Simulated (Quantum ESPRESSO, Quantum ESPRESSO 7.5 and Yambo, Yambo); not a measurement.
## A GW chain in Yambo: AlN (F-43m)

Aim: the G0W0 gap of AlN (F-43m) on PBE, step by step.

Main program and level: Quantum ESPRESSO 7.5 and Yambo 5.3.0; PBE and many-body steps on it, plane waves.

### Step 1. Set-up

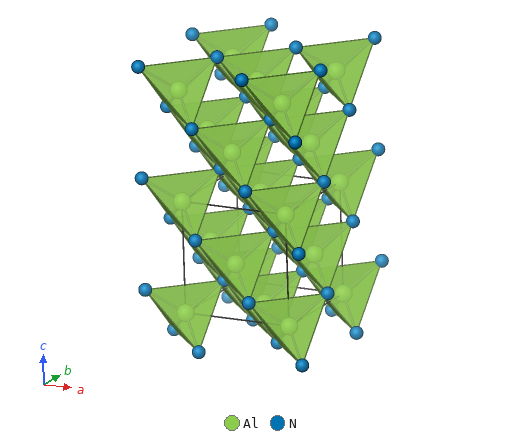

Start, viewed slightly off an axis; aluminium green, nitrogen blue. 1×1×2 cells are drawn. This picture shows the conventional cell, with its axes. Some periodic images of atoms are drawn too.

The cell and positions are those that the Materials Project relaxed with its own functionals (PBE, PBE+U or r2SCAN), kept fixed. This is not the form that AlN usually takes at ambient conditions.

### Step 2. Ground state

This step: Quantum ESPRESSO 7.5; DFT, PBE, plane waves, norm-conserving pseudopotentials.

The ground-state density comes first.

pw.in reads:

```
&control
  calculation = 'scf'
  prefix = 'x'
  outdir = 'o'
  pseudo_dir = 'pseudo'
/
&system
  ibrav = 0
  nat = 2
  ntyp = 2
  ecutwfc = 72.0
  nbnd = 9
  force_symmorphic = .true.
/
&electrons
  conv_thr = 1e-10
  electron_maxstep = 80
  mixing_beta = 0.5
/
ATOMIC_SPECIES
  Al 26.982 Al.upf
  N 14.007 N.upf
CELL_PARAMETERS angstrom
  -0.0000000000 2.1839935596 2.1839935596
  2.1839935596 -0.0000000000 2.1839935596
  2.1839935596 2.1839935596 -0.0000000000
ATOMIC_POSITIONS crystal
  Al 0.0000000000 0.0000000000 0.0000000000
  N 0.7500000000 0.7500000000 0.7500000000
K_POINTS automatic
  8 8 8 0 0 0
```

The run is started by

```sh
> OMP_NUM_THREADS=1 mpirun -n 8 pw.x -nk 8 -in pw.in > pw.out
```

Log:

```text
Program PWSCF v.7.5 starts

     This program is part of the open-source Quantum ESPRESSO suite
     for quantum simulation of materials; please cite
         "P. Giannozzi et al., J. Phys.:Condens. Matter 21 395502 (2009);
         "P. Giannozzi et al., J. Phys.:Condens. Matter 29 465901 (2017);
         "P. Giannozzi et al., J. Chem. Phys. 152 154105 (2020);
     in publications or presentations arising from this work. More details at
     Message from routine setup:
     using ibrav=0 with symmetry is DISCOURAGED, use correct ibrav instead

     G-vector sticks info

     bravais-lattice index     =            0
     lattice parameter (alat)  =       5.8367  a.u.
     unit-cell volume          =     140.5985 (a.u.)^3
     number of atoms/cell      =            2
     number of atomic types    =            2
     number of electrons       =         8.00
     number of Kohn-Sham states=            9
     kinetic-energy cutoff     =      72.0000  Ry
     charge density cutoff     =     288.0000  Ry
     scf convergence threshold =      1.0E-10
     mixing beta               =       0.5000
     number of iterations used =            8  plain     mixing
     Exchange-correlation= PBE
                           (   1   4   3   4   0   0   0)

     celldm(1)=   5.836671  celldm(2)=   0.000000  celldm(3)=   0.000000
     celldm(4)=   0.000000  celldm(5)=   0.000000  celldm(6)=   0.000000

     crystal axes: (cart. coord. in units of alat)
               a(1) = (  -0.000000   0.707107   0.707107 )
               a(2) = (   0.707107  -0.000000   0.707107 )
               a(3) = (   0.707107   0.707107  -0.000000 )

     reciprocal axes: (cart. coord. in units 2 pi/alat)
               b(1) = ( -0.707107  0.707107  0.707107 )
               b(2) = (  0.707107 -0.707107  0.707107 )
               b(3) = (  0.707107  0.707107 -0.707107 )
     Pseudo is Norm-conserving + core correction, Zval =  3.0
     Generated using ONCVPSP code by D. R. Hamann
     Using radial grid of 1876 points,  6 beta functions with:
     Pseudo is Norm-conserving + core correction, Zval =  5.0
     Generated using ONCVPSP code by D. R. Hamann
     Using radial grid of 1058 points,  4 beta functions with:
     Al                3.00    26.98200     Al( 1.00)
     N                 5.00    14.00700     N ( 1.00)

     24 Sym. Ops. (no inversion) found

   Cartesian axes

     site n.     atom                  positions (alat units)
         1        Al     tau(   1) = (   0.0000000   0.0000000   0.0000000  )
         2        N      tau(   2) = (   1.0606602   1.0606602   1.0606602  )

     number of k points=    29
                       cart. coord. in units 2pi/alat
        k(    1) = (   0.0000000   0.0000000   0.0000000), wk =   0.0039062
        k(    2) = (   0.0883883   0.0883883  -0.0883883), wk =   0.0312500
        k(    3) = (   0.1767767   0.1767767  -0.1767767), wk =   0.0312500
        k(    4) = (   0.2651650   0.2651650  -0.2651650), wk =   0.0312500
        k(    5) = (  -0.3535534  -0.3535534   0.3535534), wk =   0.0156250
        k(    6) = (   0.1767767   0.0000000   0.0000000), wk =   0.0234375
        k(    7) = (   0.2651650   0.0883883  -0.0883883), wk =   0.0937500
        k(    8) = (   0.3535534   0.1767767  -0.1767767), wk =   0.0937500
        k(    9) = (  -0.2651650  -0.4419417   0.4419417), wk =   0.0937500
        k(   10) = (  -0.1767767  -0.3535534   0.3535534), wk =   0.0937500
     [... 17 further rows ...]
        k(   28) = (  -0.7071068   0.1767767  -0.0000000), wk =   0.0468750
        k(   29) = (  -0.7071068   0.3535534   0.0000000), wk =   0.0234375

     Dense  grid:    11575 G-vectors     FFT dimensions: (  32,  32,  32)

     Initial potential from superposition of free atoms

     starting charge       7.9975, renormalised to       8.0000
     Starting wfcs are    8 randomized atomic wfcs +    1 random wfcs

     per-process dynamical memory:    11.8 Mb

     Self-consistent Calculation

     iteration #  1     ecut=    72.00 Ry     beta= 0.50

     total energy              =     -25.41046356 Ry
     estimated scf accuracy    <       0.59622317 Ry

     iteration #  2     ecut=    72.00 Ry     beta= 0.50

     total energy              =     -25.57268590 Ry
     estimated scf accuracy    <       0.07135400 Ry

     iteration #  3     ecut=    72.00 Ry     beta= 0.50

     total energy              =     -25.58431093 Ry
     estimated scf accuracy    <       0.00446948 Ry

     iteration #  4     ecut=    72.00 Ry     beta= 0.50

     total energy              =     -25.58486038 Ry
     estimated scf accuracy    <       0.00103034 Ry

     iteration #  5     ecut=    72.00 Ry     beta= 0.50

     total energy              =     -25.58488936 Ry
     estimated scf accuracy    <       0.00009426 Ry

     iteration #  6     ecut=    72.00 Ry     beta= 0.50

     total energy              =     -25.58492155 Ry
     estimated scf accuracy    <       0.00003751 Ry

     iteration #  7     ecut=    72.00 Ry     beta= 0.50

     total energy              =     -25.58492377 Ry
     estimated scf accuracy    <       0.00000321 Ry

     iteration #  8     ecut=    72.00 Ry     beta= 0.50

     total energy              =     -25.58492416 Ry
     estimated scf accuracy    <       0.00000019 Ry

     iteration #  9     ecut=    72.00 Ry     beta= 0.50

     total energy              =     -25.58492420 Ry
     estimated scf accuracy    <       0.00000002 Ry

     iteration # 10     ecut=    72.00 Ry     beta= 0.50

     total energy              =     -25.58492420 Ry
     estimated scf accuracy    <          6.0E-09 Ry

     iteration # 11     ecut=    72.00 Ry     beta= 0.50

     total energy              =     -25.58492420 Ry
     estimated scf accuracy    <          2.2E-09 Ry

     iteration # 12     ecut=    72.00 Ry     beta= 0.50

     End of self-consistent calculation

          k = 0.0000 0.0000 0.0000 (  1459 PWs)   bands (ev):

    -8.0105   6.9566   6.9566   6.9566  11.1487  19.5460  19.5460  19.5460
    24.7019

          k = 0.0884 0.0884-0.0884 (  1438 PWs)   bands (ev):

    -7.7834   5.7786   6.8782   6.8782  12.0884  18.9662  19.7142  19.7142
    23.1487

          k = 0.1768 0.1768-0.1768 (  1447 PWs)   bands (ev):

    -7.1599   3.6989   6.7011   6.7011  13.4084  17.9339  19.3059  19.3059
    23.2695

          k = 0.2652 0.2652-0.2652 (  1441 PWs)   bands (ev):

     [... further k-points ...]

     highest occupied, lowest unoccupied level (ev):     6.9566   10.2814

!    total energy              =     -25.58492420 Ry
     estimated scf accuracy    <          5.2E-11 Ry

     The total energy is the sum of the following terms:
     one-electron contribution =      -0.92916136 Ry
     hartree contribution      =       5.64189831 Ry
     xc contribution           =      -8.49770195 Ry
     ewald contribution        =     -21.79995921 Ry

     convergence has been achieved in  12 iterations

     XML data file, charge density, pseudopotentials, collected wavefunctions

=------------------------------------------------------------------------------=
   JOB DONE.
=------------------------------------------------------------------------------=
```

Run time: 1.7 s. Hardware: 8 MPI ranks of Arm Neoverse V1, shared host; peak memory 0.05 GiB.

Numbers from this step:

```yaml
total_energy: -348.1006 eV
gap: 3.325 eV
k_of_the_valence_top: 0, 0, 0
k_of_the_conduction_bottom: 0, -0.5, -0.5
least_direct_gap: 4.192 eV
```

The gap is indirect, with the least direct gap 0.87 eV higher.

### Step 3. Bands along the symmetry lines

The cheap functional maps the bands first; the places of the edges decide which points the dearer methods must see.

pw.in reads:

```
&control
  calculation = 'bands'
  prefix = 'x'
  outdir = 'o'
  pseudo_dir = 'pseudo'
/
&system
  ibrav = 0
  nat = 2
  ntyp = 2
  ecutwfc = 72.0
  nbnd = 10
  force_symmorphic = .true.
/
&electrons
  conv_thr = 1e-9
  electron_maxstep = 80
  diago_full_acc = .true.
  diago_thr_init = 5e-6
/
ATOMIC_SPECIES
  Al 26.982 Al.upf
  N 14.007 N.upf
CELL_PARAMETERS angstrom
  -0.0000000000 2.1839935596 2.1839935596
  2.1839935596 -0.0000000000 2.1839935596
  2.1839935596 2.1839935596 -0.0000000000
ATOMIC_POSITIONS crystal
  Al 0.0000000000 0.0000000000 0.0000000000
  N 0.7500000000 0.7500000000 0.7500000000
K_POINTS crystal
  50
  0.00000000 0.00000000 0.00000000 1
  -0.06250000 -0.06250000 0.00000000 1
  -0.12500000 -0.12500000 0.00000000 1
  -0.18750000 -0.18750000 0.00000000 1
  -0.25000000 -0.25000000 0.00000000 1
  -0.31250000 -0.31250000 0.00000000 1
  -0.37500000 -0.37500000 0.00000000 1
  -0.43750000 -0.43750000 0.00000000 1
  -0.50000000 -0.50000000 0.00000000 1
  -0.48437500 -0.48437500 0.03125000 1
  -0.46875000 -0.46875000 0.06250000 1
  -0.45312500 -0.45312500 0.09375000 1
  -0.43750000 -0.43750000 0.12500000 1
  -0.42187500 -0.42187500 0.15625000 1
  -0.40625000 -0.40625000 0.18750000 1
  -0.39062500 -0.39062500 0.21875000 1
  -0.37500000 -0.37500000 0.25000000 1
  -0.37500000 0.00000000 0.37500000 1
  -0.32812500 0.00000000 0.32812500 1
  -0.28125000 0.00000000 0.28125000 1
  -0.23437500 0.00000000 0.23437500 1
  -0.18750000 0.00000000 0.18750000 1
  -0.14062500 0.00000000 0.14062500 1
  -0.09375000 0.00000000 0.09375000 1
  -0.04687500 0.00000000 0.04687500 1
  0.00000000 0.00000000 0.00000000 1
  0.00000000 0.00000000 0.06250000 1
  0.00000000 0.00000000 0.12500000 1
  0.00000000 0.00000000 0.18750000 1
  0.00000000 0.00000000 0.25000000 1
  0.00000000 0.00000000 0.31250000 1
  0.00000000 0.00000000 0.37500000 1
  0.00000000 0.00000000 0.43750000 1
  0.00000000 0.00000000 0.50000000 1
  -0.06250000 -0.03125000 0.46875000 1
  -0.12500000 -0.06250000 0.43750000 1
  -0.18750000 -0.09375000 0.40625000 1
  -0.25000000 -0.12500000 0.37500000 1
  -0.31250000 -0.15625000 0.34375000 1
  -0.37500000 -0.18750000 0.31250000 1
  -0.43750000 -0.21875000 0.28125000 1
  -0.50000000 -0.25000000 0.25000000 1
  -0.50000000 -0.28125000 0.21875000 1
  -0.50000000 -0.31250000 0.18750000 1
  -0.50000000 -0.34375000 0.15625000 1
  -0.50000000 -0.37500000 0.12500000 1
  -0.50000000 -0.40625000 0.09375000 1
  -0.50000000 -0.43750000 0.06250000 1
  -0.50000000 -0.46875000 0.03125000 1
  -0.50000000 -0.50000000 0.00000000 1
```

Log:

```text
[banner, memory and clock lines left out]
Program PWSCF v.7.5 starts

     Atomic positions and unit cell read from directory:
     o/x.save/

     Message from routine setup:
     using ibrav=0 with symmetry is DISCOURAGED, use correct ibrav instead

     G-vector sticks info

     bravais-lattice index     =            0
     lattice parameter (alat)  =       5.8367  a.u.
     unit-cell volume          =     140.5985 (a.u.)^3
     number of atoms/cell      =            2
     number of atomic types    =            2
     number of electrons       =         8.00
     number of Kohn-Sham states=           10
     kinetic-energy cutoff     =      72.0000  Ry
     charge density cutoff     =     288.0000  Ry
     Exchange-correlation= PBE
                           (   1   4   3   4   0   0   0)

     celldm(1)=   5.836671  celldm(2)=   0.000000  celldm(3)=   0.000000
     celldm(4)=   0.000000  celldm(5)=   0.000000  celldm(6)=   0.000000

     crystal axes: (cart. coord. in units of alat)
               a(1) = (  -0.000000   0.707107   0.707107 )
               a(2) = (   0.707107  -0.000000   0.707107 )
               a(3) = (   0.707107   0.707107  -0.000000 )

     reciprocal axes: (cart. coord. in units 2 pi/alat)
               b(1) = ( -0.707107  0.707107  0.707107 )
               b(2) = (  0.707107 -0.707107  0.707107 )
               b(3) = (  0.707107  0.707107 -0.707107 )
     Pseudo is Norm-conserving + core correction, Zval =  3.0
     Generated using ONCVPSP code by D. R. Hamann
     Using radial grid of 1876 points,  6 beta functions with:
     Pseudo is Norm-conserving + core correction, Zval =  5.0
     Generated using ONCVPSP code by D. R. Hamann
     Using radial grid of 1058 points,  4 beta functions with:
     Al                3.00    26.98200     Al( 1.00)
     N                 5.00    14.00700     N ( 1.00)

     24 Sym. Ops. (no inversion) found

   Cartesian axes

     site n.     atom                  positions (alat units)
         1        Al     tau(   1) = (   0.0000000   0.0000000   0.0000000  )
         2        N      tau(   2) = (   1.0606602   1.0606602   1.0606602  )

     number of k points=    50
                       cart. coord. in units 2pi/alat
        k(    1) = (   0.0000000   0.0000000   0.0000000), wk =   0.0400000
        k(    2) = (   0.0000000   0.0000000  -0.0883883), wk =   0.0400000
        k(    3) = (   0.0000000   0.0000000  -0.1767767), wk =   0.0400000
[...]
[... 38 further rows ...]
        k(   49) = (   0.0441942  -0.0000000  -0.7071068), wk =   0.0400000
        k(   50) = (   0.0000000   0.0000000  -0.7071068), wk =   0.0400000

     Dense  grid:    11575 G-vectors     FFT dimensions: (  32,  32,  32)

     The potential is recalculated from file :
     o/x.save/charge-density

     Starting wfcs are    8 randomized atomic wfcs +    2 random wfcs

     Band Structure Calculation

     End of band structure calculation

          k = 0.0000 0.0000 0.0000 (  1459 PWs)   bands (ev):

    -8.0106   6.9565   6.9565   6.9565  11.1486  19.5460  19.5460  19.5460
    24.7019  24.7020

          k = 0.0000 0.0000-0.0884 (  1443 PWs)   bands (ev):

    -7.9338   6.6069   6.8734   6.8734  11.5309  19.2837  19.6564  19.6564
    22.9885  24.8199

          k = 0.0000 0.0000-0.1768 (  1439 PWs)   bands (ev):

    -7.7082   5.8262   6.6453   6.6453  12.3450  18.6407  19.9667  19.9667
    20.8183  25.1734

          k =-0.0000 0.0000-0.2652 (  1447 PWs)   bands (ev):

[...]
k = 0.0000 0.0000-0.3536 (  1475 PWs)   bands (ev):

[...]
k = 0.0000-0.0000-0.4419 (  1447 PWs)   bands (ev):

[...]
k =-0.0000 0.0000-0.5303 (  1451 PWs)   bands (ev):

[...]
k = 0.0000-0.0000-0.6187 (  1452 PWs)   bands (ev):

[...]
k = 0.5303-0.0000-0.5303 (  1472 PWs)   bands (ev):

[...]
k = 0.0000 0.0000 0.0000 (  1459 PWs)   bands (ev):

[...]
k = 0.1326 0.0000-0.7071 (  1448 PWs)   bands (ev):

[...]
k = 0.0884-0.0000-0.7071 (  1448 PWs)   bands (ev):

[...]
k = 0.0442-0.0000-0.7071 (  1442 PWs)   bands (ev):

    -5.3233   2.0804   5.1361   5.1367  10.3752  15.6803  20.8434  22.5096
    22.6842  30.5374

          k = 0.0000 0.0000-0.7071 (  1428 PWs)   bands (ev):

    -5.3253   2.0589   5.1811   5.1811  10.2814  15.6083  20.8765  22.6540
    22.6540  30.4717

     XML data file, pseudopotentials, collected wavefunctions
```

Run time: 1.3 s. Hardware: 8 MPI ranks; peak memory 0.05 GiB; 9.5 s of CPU time.

This step gave:

| Item | Value |
| --- | --- |
| gap | 3.325 eV |
| k of the valence top | 0, 0, 0 |
| k of the conduction bottom | -0.5, -0.5, 0 |
| least direct gap | 4.192 eV |

The gap is 3.325 eV, as in the run before at this level.

The electronic bands at the labelled points (eV, zero at the top of the highest filled band; v1 is the highest filled band, c1 the lowest empty one):

```csv
point,v4,v3,v2,v1,c1,c2,c3,c4
Γ,-14.97,0.00,0.00,0.00,4.19,12.59,12.59,12.59
X,-12.28,-4.90,-1.78,-1.78,3.32,8.65,13.92,15.70
U,-12.30,-4.25,-3.63,-1.37,5.17,10.12,13.05,14.17
jump to K,-12.30,-4.25,-3.63,-1.37,5.17,10.12,13.05,14.17
Γ,-14.97,0.00,0.00,0.00,4.19,12.59,12.59,12.59
L,-12.92,-5.86,-0.48,-0.48,7.39,9.85,11.17,11.17
W,-12.23,-3.77,-3.44,-2.70,6.05,11.45,11.98,12.16
X,-12.28,-4.90,-1.78,-1.78,3.32,8.65,13.92,15.70
```

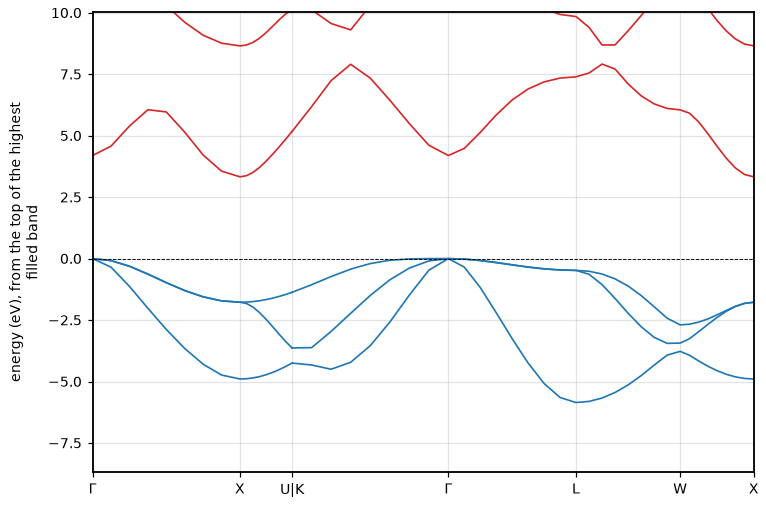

Electronic bands along the path; lines of filled and empty bands in two colours.

### Step 4. Empty states on the mesh, 4×4×4 mesh, 51 bands

The sums over transitions need many empty states on a uniform mesh; this step solves for them.

pw.in reads:

```
&control
  calculation = 'nscf'
  prefix = 'x'
  outdir = 'o'
  pseudo_dir = 'pseudo'
/
&system
  ibrav = 0
  nat = 2
  ntyp = 2
  ecutwfc = 72.0
  nbnd = 51
  force_symmorphic = .true.
/
&electrons
  conv_thr = 1e-9
  electron_maxstep = 80
  diago_full_acc = .true.
  diago_thr_init = 5e-6
/
ATOMIC_SPECIES
  Al 26.982 Al.upf
  N 14.007 N.upf
CELL_PARAMETERS angstrom
  -0.0000000000 2.1839935596 2.1839935596
  2.1839935596 -0.0000000000 2.1839935596
  2.1839935596 2.1839935596 -0.0000000000
ATOMIC_POSITIONS crystal
  Al 0.0000000000 0.0000000000 0.0000000000
  N 0.7500000000 0.7500000000 0.7500000000
K_POINTS automatic
  4 4 4 0 0 0
```

The run is started by

```sh
> OMP_NUM_THREADS=1 mpirun -n 8 pw.x -nk 4 -in pw.in > pw.out
```

Log:

```text
[banner, memory and clock lines left out]
Program PWSCF v.7.5 starts

     Atomic positions and unit cell read from directory:
     o/x.save/

     Message from routine setup:
     using ibrav=0 with symmetry is DISCOURAGED, use correct ibrav instead

     bravais-lattice index     =            0
     lattice parameter (alat)  =       5.8367  a.u.
     unit-cell volume          =     140.5985 (a.u.)^3
     number of atoms/cell      =            2
     number of atomic types    =            2
     number of electrons       =         8.00
     number of Kohn-Sham states=           51
     kinetic-energy cutoff     =      72.0000  Ry
     charge density cutoff     =     288.0000  Ry
     Exchange-correlation= PBE
                           (   1   4   3   4   0   0   0)

     celldm(1)=   5.836671  celldm(2)=   0.000000  celldm(3)=   0.000000
     celldm(4)=   0.000000  celldm(5)=   0.000000  celldm(6)=   0.000000

     crystal axes: (cart. coord. in units of alat)
               a(1) = (  -0.000000   0.707107   0.707107 )
               a(2) = (   0.707107  -0.000000   0.707107 )
               a(3) = (   0.707107   0.707107  -0.000000 )

     reciprocal axes: (cart. coord. in units 2 pi/alat)
               b(1) = ( -0.707107  0.707107  0.707107 )
               b(2) = (  0.707107 -0.707107  0.707107 )
               b(3) = (  0.707107  0.707107 -0.707107 )
     Pseudo is Norm-conserving + core correction, Zval =  3.0
     Generated using ONCVPSP code by D. R. Hamann
     Using radial grid of 1876 points,  6 beta functions with:
     Pseudo is Norm-conserving + core correction, Zval =  5.0
     Generated using ONCVPSP code by D. R. Hamann
     Using radial grid of 1058 points,  4 beta functions with:
     Al                3.00    26.98200     Al( 1.00)
     N                 5.00    14.00700     N ( 1.00)

     24 Sym. Ops. (no inversion) found

   Cartesian axes

     site n.     atom                  positions (alat units)
         1        Al     tau(   1) = (   0.0000000   0.0000000   0.0000000  )
         2        N      tau(   2) = (   1.0606602   1.0606602   1.0606602  )

     number of k points=     8
                       cart. coord. in units 2pi/alat
        k(    1) = (   0.0000000   0.0000000   0.0000000), wk =   0.0312500
        k(    2) = (   0.1767767   0.1767767  -0.1767767), wk =   0.2500000
        k(    3) = (  -0.3535534  -0.3535534   0.3535534), wk =   0.1250000
[...]
k(    7) = (  -0.7071068   0.0000000   0.0000000), wk =   0.0937500
        k(    8) = (  -0.7071068   0.3535534   0.0000000), wk =   0.1875000

     Dense  grid:    11575 G-vectors     FFT dimensions: (  32,  32,  32)

     The potential is recalculated from file :
     o/x.save/charge-density

     Starting wfcs are    8 randomized atomic wfcs +   43 random wfcs

     Band Structure Calculation

     End of band structure calculation

          k = 0.0000 0.0000 0.0000 (  1459 PWs)   bands (ev):

    -8.0106   6.9565   6.9565   6.9565  11.1486  19.5460  19.5460  19.5460
    24.7019  24.7019  26.0437  26.0437  26.0437  28.1059  33.0105  41.4952
    41.4952  41.4952  51.7409  51.7409  51.7409  53.4070  53.4070  57.3821
[...]
84.5552  84.5552  87.5365

          k = 0.1768 0.1768-0.1768 (  1447 PWs)   bands (ev):

[...]
91.8324  91.8324  92.3060

          k =-0.3536-0.3536 0.3536 (  1458 PWs)   bands (ev):

[...]
66.7775  71.3619  72.8126  74.8721  74.8721  77.2795  77.2795  78.2690
    82.0128  85.8657  85.8657  88.7863  88.7863  91.6992  91.6992  92.8200
    93.8518  93.8518  94.5716

          k = 0.3536 0.0000 0.0000 (  1475 PWs)   bands (ev):

     [... further k-points ...]

     highest occupied, lowest unoccupied level (ev):     6.9565   10.2814

     XML data file, pseudopotentials, collected wavefunctions
```

Run time: 1.2 s. Hardware: 8 MPI ranks; peak memory 0.05 GiB.

This step gave:

| Property | Result |
| --- | --- |
| gap | 3.325 eV |
| k of the valence top | 0, 0, 0 |
| k of the conduction bottom | 0, -0.5, -0.5 |
| least direct gap | 4.192 eV |
| k points computed | 8 |
| lowest point of the top converged band, above the valence top | 80.5799 eV |

On this mesh the gap is 3.325 eV.

[end of part 1 of 2]

[Paths, hosts, dates, memory and timing lines, banners, echoed tables and standing remarks are left out of the program output.]

[Logs are printed without paths, hosts, clocks, repeated set-up lines and the standing remarks that a program may print on its own settings, such as how far it seeks lower states.]

[Runs of the session that timed out or met a known fault of the program may be left out.]

[Hosts, paths, dates, database ids (printed as entryN), source tags and the programs' standing remarks are cut or masked in the printed files.]
